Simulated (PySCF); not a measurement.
# C6H9ClSi: what the fields show

```xyz
17

C     1.8464   -1.1699   -0.7433
C     1.3807   -0.0371   -0.2850
C     1.5476    1.1241    0.5884
C     0.2991    0.9552   -0.2734
C    -1.0136    0.6454    0.3604
Cl   -1.7854    2.1477    0.9532
C    -1.1071   -0.5169    1.3488
Si   -2.1700   -0.7637   -0.1877
H     2.8037   -1.5565   -0.4311
H     1.2964   -1.7612   -1.4579
H     1.4442    0.9850    1.6555
H     2.2598    1.8908    0.3191
H     0.2183    1.6104   -1.1360
H    -0.1931   -1.0815    1.4787
H    -1.5746   -0.2915    2.2973
H    -3.5932   -0.5224   -0.0819
H    -1.6660   -1.6457   -1.2219
```

Geometry: GFN2-xTB.

Theory: B3LYP/def2-SVPD, SCF density, gas phase (PySCF 2.14.0).

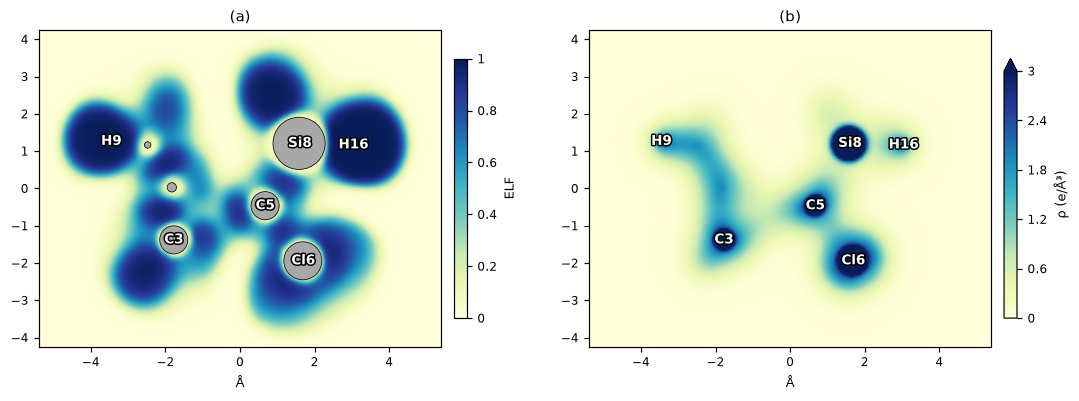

Figure 1. (a) ELF; (b) electron density on the plane of atoms Cl6, C5 and Si8. Grey discs cover the atomic cores in the ELF map.

Interpret the plot.

- The section cuts through C, Cl, Si and H sites.
- C–Cl (1.79 Å): ρ at the midpoint is about 1.3 e/Å³; the ELF peaks at about 0.90 between the atoms, as expected for localised, covalent bonding.
- C–Si (1.90 Å): ρ at the midpoint is about 0.83 e/Å³; the ELF peaks at about 0.85 between the atoms (localised, covalent bonding).
- Si–H (1.45 Å): the density is about 0.81 e/Å³ at the midpoint; the ELF climbs to about 1 towards the hydrogen, as it does in any bond to H.
- The ELF also peaks beside Cl6, away from the bonds: lone-pair regions.

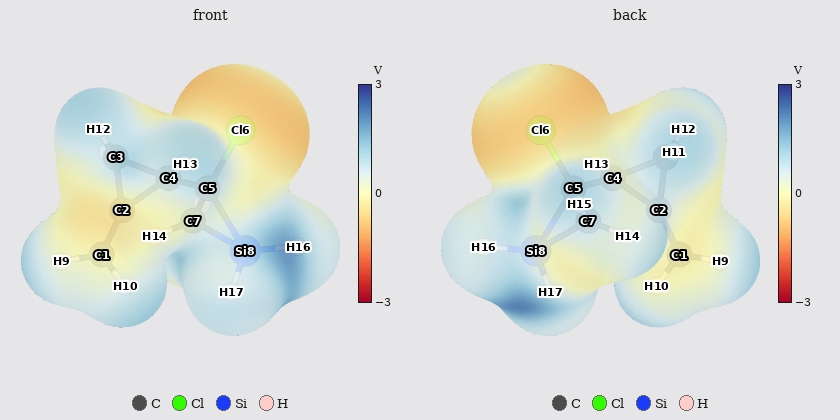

Figure 2. The electrostatic potential painted on the density surface at 0.004 e/bohr³, seen from the front and from behind; the colour scale runs from red (negative) to blue (positive).

Describe the electrostatic potential map.

The most negative region (about −0.9 V, or −21 kcal/mol for a unit charge) lies over Cl6, the most positive (about +2.1 V, or +48 kcal/mol for a unit charge) over Si8. Cl6 shows a σ-hole: about +0.3 V, or +7 kcal/mol for a unit charge at the tip opposite its bond, against about −0.8 V, or −18 kcal/mol for a unit charge on its flanks.
